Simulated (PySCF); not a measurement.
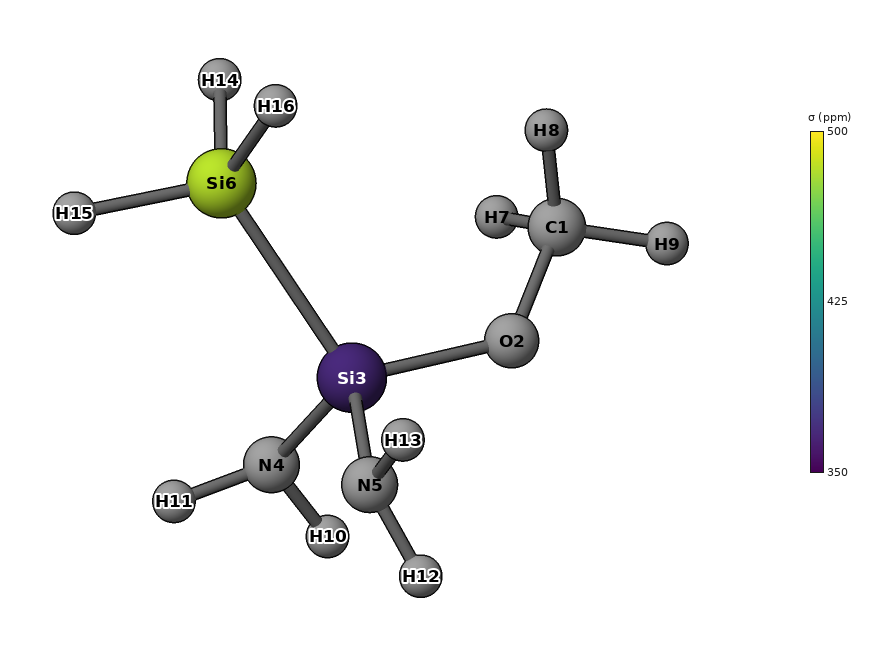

Atoms are coloured by their isotropic NMR shieldings (Si only, the others grey). Geometry: an image of a reaction path computed with GFN2-xTB, not a minimum. Level of theory: GIAO PBE0/pcSseg-1 NMR shielding, non-relativistic, gas phase (PySCF 2.14.0).

Give the isotropic NMR shieldings of the Si atoms atom by atom.

| atom | σ (ppm) |
| --- | --- |
| Si3 | 367.3 |
| Si6 | 483.1 |
